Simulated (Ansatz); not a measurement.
# Pd: response to strain

Take Pd in the fcc (Cu type) structure (space group Fm-3m, No. 225; relaxed with 0.1 eV smearing) as the base.

```
Pd
1.0
    0.00000     1.92070     1.92070
    1.92070     0.00000     1.92070
    1.92070     1.92070     0.00000
Pd
1
Direct
  0.00000   0.00000   0.00000
```

Cartesian axes are those of the cell as printed.

Strains are applied to the cell and any free atomic positions relax; under biaxial strain the out-of-plane vector relaxes too.

Method: Kohn–Sham DFT with the LDA functional, run in Ansatz (a first-principles code) with PAW and 420 eV plane waves, no SOC.

Notes on the quantities. energy relative to the base: free energy F.

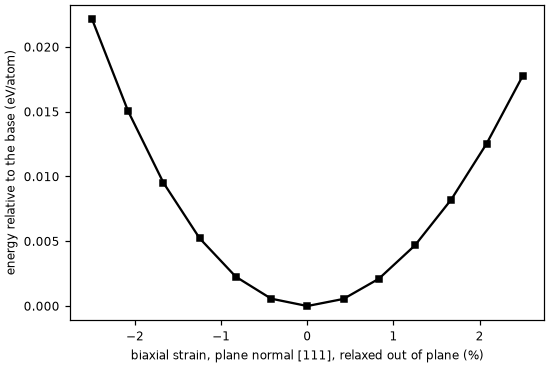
Figure. Energy relative to the base against biaxial strain, plane normal [111], relaxed out of plane

### Question
From the plot, what is the energy relative to the base for biaxial strain +2.08 %, plane normal [111], relaxed out of plane?

### Answer
About 0.013 eV/atom.

### Question
Is the trend monotonic over the range shown?

### Answer
No, it turns within the range, spanning 0 meV/atom to +22 meV/atom.

No phonon test of stability was made. All final runs are without spin polarisation. Pd lies near a magnetic instability that expansion can trigger; it was not tested.
